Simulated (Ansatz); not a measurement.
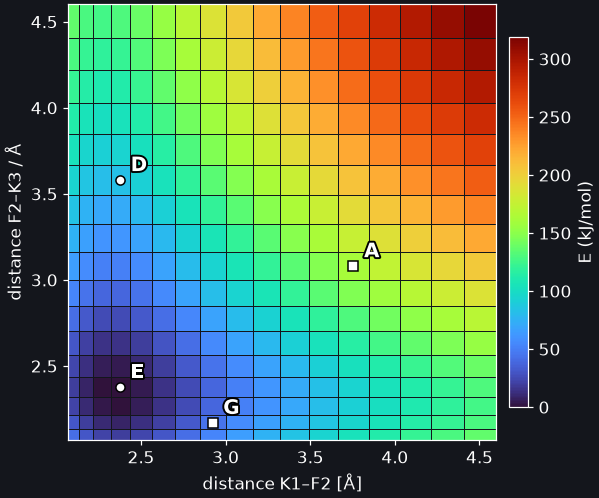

The system K⁺ + FK. First axis: distance K1–F2. Second axis: distance F2–K3. Nothing is relaxed (the angle K1–F2–K3 is fixed at 140 degrees). Grid: 17 × 17 points; 153 points were computed and 136 follow by symmetry. Points are written as (first, second). Energies are in kJ/mol, from the lowest grid point. The D4 coefficients can switch as the alkali atoms part, which puts small steps into the map. All numbers below come from RKS PBE0-D4/def2-SVPD in Ansatz.

The picture shows one coloured cell a grid point, lettered points.

Q: Is D the lowest point of the computed grid?

A: No. D lies 83 kJ/mol above the lowest grid point, which is at (2.376 Å, 2.376 Å).

Q: Rank the lettered points by energy, lowest first.

A: E (0 kJ/mol), G (44 kJ/mol), D (83 kJ/mol), A (161 kJ/mol).
